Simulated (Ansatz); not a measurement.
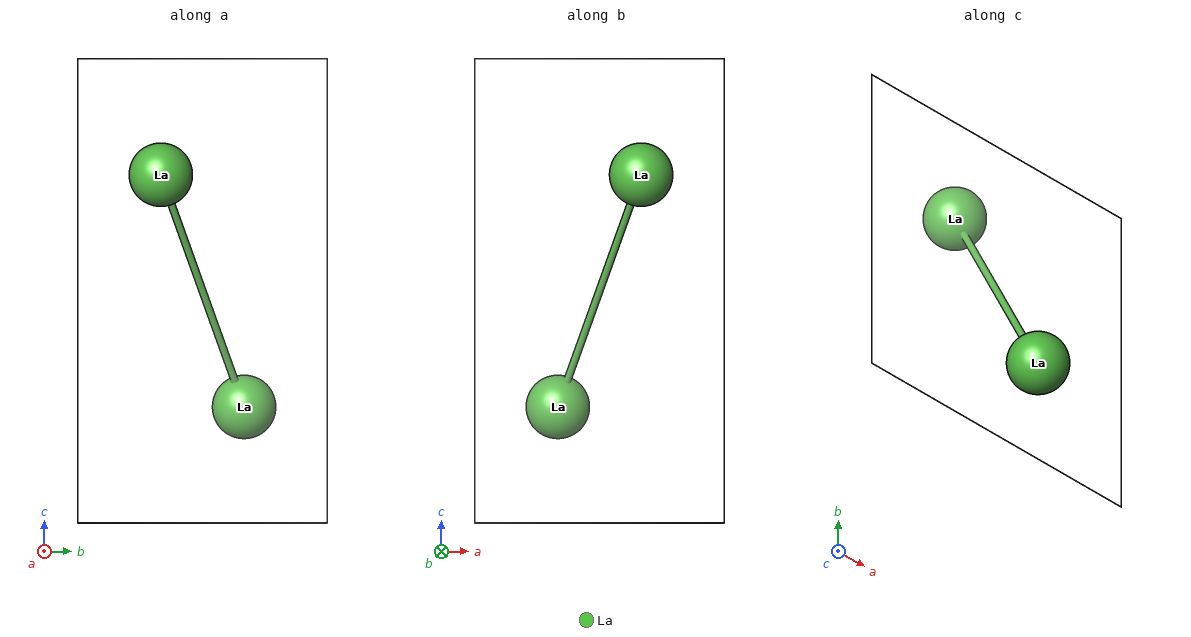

Ball-and-stick representation of a periodic structure, projected along the a axis, along the b axis and along the c axis. The wireframe shows the conventional unit cell.

Lattice parameters: a = 3.7155 Å, b = 3.7155 Å, c = 5.9799 Å, α = 90.000°, β = 90.000°, γ = 120.000°.

**Convert the drawing into a CIF with its space group and independent sites.**

```cif
data_structure
_symmetry_space_group_name_H-M 'P 63/m m c'
_symmetry_Int_Tables_number 194
_cell_length_a 3.7155
_cell_length_b 3.7155
_cell_length_c 5.9799
_cell_angle_alpha 90.000
_cell_angle_beta 90.000
_cell_angle_gamma 120.000
_cell_volume 71.49
loop_
_atom_site_label
_atom_site_type_symbol
_atom_site_symmetry_multiplicity
_atom_site_Wyckoff_symbol
_atom_site_fract_x
_atom_site_fract_y
_atom_site_fract_z
_atom_site_occupancy
La1 La 2 c 0.3333 0.6667 0.2500 1
```

The structure was taken from a structure type filled with this element by a generator (whether the element takes this form wasn't checked). Earlier steps of the study may have refined or changed the cell and positions. It went into a calculation with Ansatz.
